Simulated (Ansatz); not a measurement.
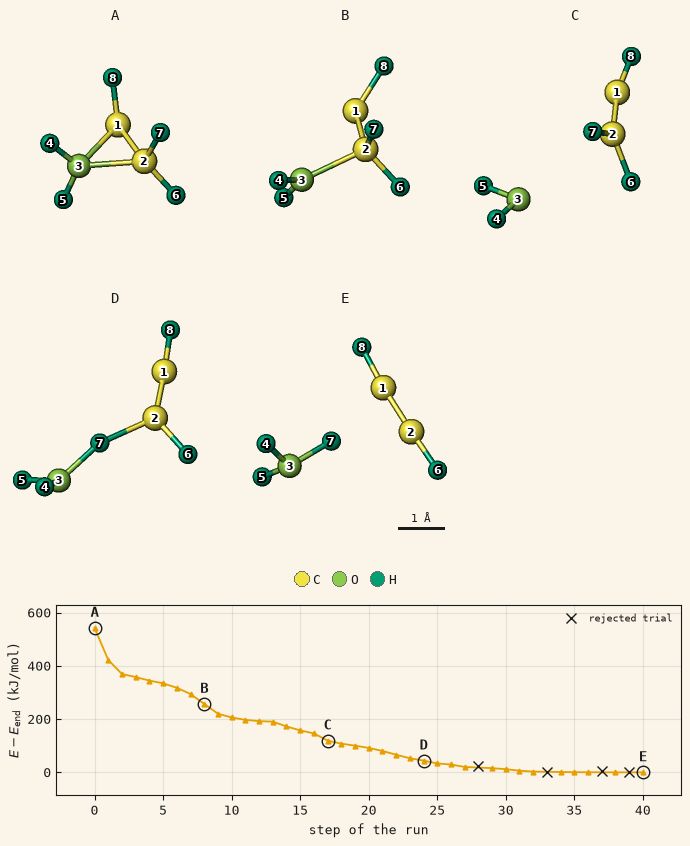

Frames of a relaxation of C2H5O (charge +1), marked on the history of the run. Style: ball-and-stick. Shown at a tilt.

It is one of the separated reactants of a reaction.

Method: RKS PBE-D4/def2-SVP in Ansatz 0.2.0.

The input:
```yaml
crystal:
  periodic: [false, false, false]
  atoms:
    - {symbol: C, position_ang: [-0.576459, -0.470151, 0.688520]}
    - {symbol: C, position_ang: [0.732953, 0.147030, 0.276872]}
    - {symbol: O, position_ang: [-0.439609, 0.371598, -0.551501]}
    - {symbol: H, position_ang: [-0.558872, -0.136118, -1.369364]}
    - {symbol: H, position_ang: [-0.962684, 1.181673, -0.446274]}
    - {symbol: H, position_ang: [1.026950, 0.883229, 1.014595]}
    - {symbol: H, position_ang: [1.472468, -0.587394, -0.020378]}
    - {symbol: H, position_ang: [-0.623635, -1.507178, 0.474162]}
basis:
  gaussian: {orbitals: def2-SVP}
total_charge: 1
hamiltonian: {xc: pbe, dispersion: d4}
relax: {f_tol: 0.03, max_steps: 250}
```

Launched with:
```bash
ansatz run in.yaml --threads 2 --pin off --events-out ev --progress --plain --max-ram 4352MiB
```

**Describe the path.**

H7 moves most after the best rigid fit: 1.73 Å. Largest moves by element: H 1.73 Å, C 0.94 Å, O 0.69 Å. Among the contacts that change: C2–O3 1.453 → 2.801 Å, C1–O3 1.505 → 2.830 Å, O3–H7 2.204 → 1.105 Å, C2–H7 1.084 → 1.764 Å. New bonds form: O3–H7 (2.20 → 1.11 Å). Bonds break: C1–O3 (1.50 → 2.83 Å), C2–H7 (1.08 → 1.76 Å), C2–O3 (1.45 → 2.80 Å). Bond angles that change, for instance: C1–C2–H6 109.2° → 178.4°, C2–C1–H8 112.6° → 175.7°, H4–O3–H5 117.5° → 109.9°. Over 36 accepted moves (40 points after the start) the energy falls by 542.8 kJ/mol. The largest force component goes from 5 to 0.0091 eV/Å. The line search rejected the trial steps at points 28, 33, 37, 39 of the run. The forces were under the threshold at step 38, but the run went on from there. The run took 33 s on 2 threads of Arm Neoverse V1, with other jobs on the host. From step 0 to 8: H8 moves most (1.03 Å), energy −285.6 kJ/mol. From step 8 to 17: H4 moves most (0.86 Å), energy −137.8 kJ/mol. From step 17 to 24: H7 moves most (1.28 Å), energy −75.2 kJ/mol. From step 24 to 40: H8 moves most (1.14 Å), energy −44.2 kJ/mol.
